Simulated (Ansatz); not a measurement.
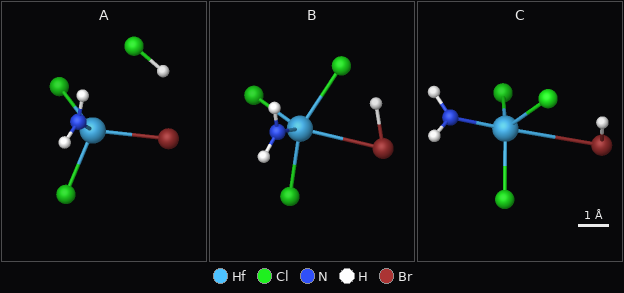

3 geometries from a converged minimum-energy path of HfNH₃BrCl₃, shuffled. A ball-and-stick model, seen at a tilt.

These are results of Ansatz, RKS PBE/def2-SVP, not measurements. Set-up: 5 movable images; climbing image; force threshold 0.05 eV/Å; iteration limit 60; starting path through a guess of the saddle point.

**Which of them lies highest in energy?**

B. In order along the path, whose images run from 0 to 6: C (image 0, 0.0 kJ/mol), B (image 3, +18.5 kJ/mol), A (image 5, +3.6 kJ/mol). Breaking: Br–H (1.45 → 2.51 Å), Cl–Hf (2.40 → 3.89 Å). Forming: Cl–H (2.46 → 1.31 Å).
